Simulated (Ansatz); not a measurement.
## Electronic structure of CH₂BrSi (SMILES [CH-]=[SiH]Br) (charge −1) in real space

The calculation's input:

```
crystal:
  periodic: [false, false, false]
  atoms:
    - {symbol: C, position_ang: [-1.218842, -0.666522, -0.193589]}
    - {symbol: Si, position_ang: [0.246930, 0.153809, 0.031856]}
    - {symbol: Br, position_ang: [1.976991, -0.923974, 1.106605]}
    - {symbol: H, position_ang: [-1.950962, -0.030189, -0.719600]}
    - {symbol: H, position_ang: [0.945893, 1.466875, -0.225272]}
basis:
  gaussian: {orbitals: "def2-TZVPPD.json"}
total_charge: -1
hamiltonian: {xc: pbe0, dispersion: d4}
output: {orbitals: {seedname: orbitals}}
```

Run with:

```sh
ansatz run in.yaml --threads 2 --pin off --events-out ev --progress --plain --max-ram 4352MiB
```

Geometry: PBE0-D4/def2-TZVPD.

Method: RKS PBE0-D4/def2-TZVPPD (Ansatz 0.2.0).

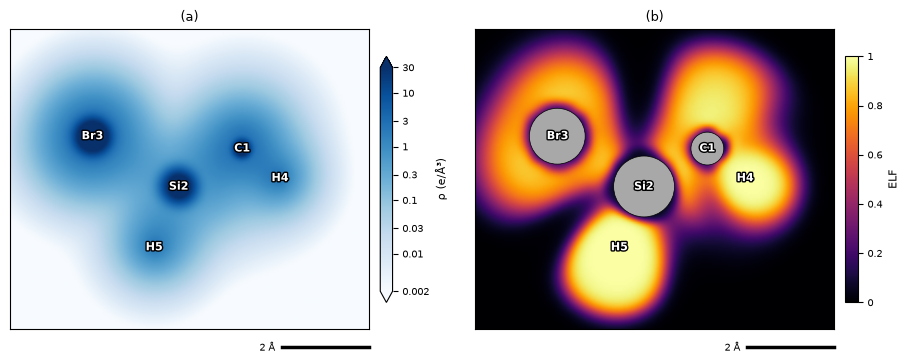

Figure 1. (a) total electron density; (b) electron localisation function on the molecular plane. Grey discs cover the atomic cores in the ELF map.

Question: Read the bonding off the picture.

Answer: The section cuts through C, Si, Br and H sites.
C–Si (1.69 Å): ρ is about 1.1 e/Å³ halfway; the ELF peaks at about 0.85 between the atoms, as expected for a covalent bond.
Si–Br (2.30 Å): ρ at the midpoint is about 0.66 e/Å³, with its minimum of 0.5 e/Å³ about 0.8 Å from Si; the ELF peaks at about 0.85 between the atoms (a polar covalent bond).
C–H (1.10 Å): the density is about 1.8 e/Å³ at the midpoint; the ELF climbs to about 1 towards the hydrogen, as it does in any bond to H; an ordinary covalent bond to hydrogen.
Si–H (1.51 Å): the density is about 0.75 e/Å³ at the midpoint; the ELF climbs to about 1 towards the hydrogen.
The ELF also peaks beside Br3 and C1, away from the bonds: lone-pair regions.

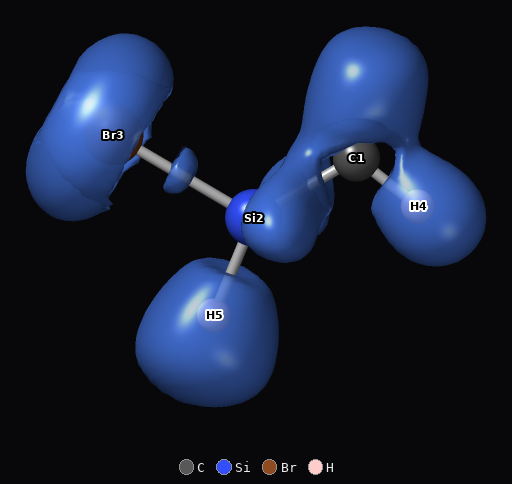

Figure 2. Isosurface of the electron localisation function at 0.8 (blue), seen across its widest extent. Only the valence region is drawn (cores and ρ < 0.01 e/Å³ removed).

Question: Identify the bonds, lone pairs and shells in this picture.

Answer: At this value the surface marks out one region between bonded Br–Si atoms (shared pairs), one region around a hydrogen nucleus, one ring or bowl of non-bonding electrons around Br and one joined region spread over several atoms (C, H, Si), in which their bonds and any lone pairs are merged.

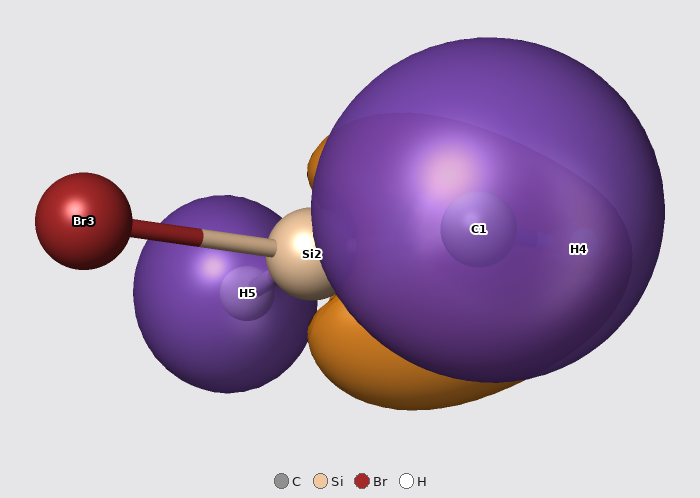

Figure 3. The HOMO at ±0.08 Å⁻³ᐟ² (orange and purple are the two phases), seen from one side.

Question: Where does this orbital lie, and at what energy?

Answer: By Hirshfeld shares it lies mainly on C1 (about 70 %), Si2 (about 20 %) and H4 (about 5 %); it is symmetric in the molecular plane (an in-plane orbital: σ, lone-pair or in-plane π type). Its energy is −0.81 eV.

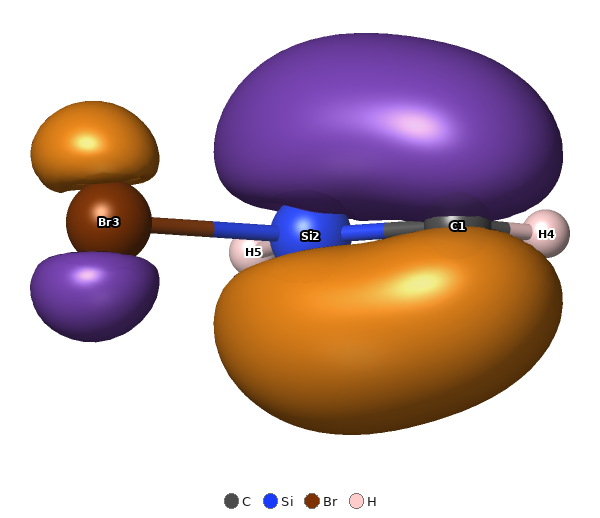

Figure 4. The HOMO−1 at ±0.1 Å⁻³ᐟ² (orange and purple are the two phases), seen from one side.

Question: Describe this orbital and give its energy.

Answer: Its weight (Hirshfeld) is mainly on Si2 (about 45 %), C1 (about 40 %) and Br3 (about 10 %); it changes sign across the molecular plane (π type); π-bonding across C1–Si2. Its energy is −0.88 eV.
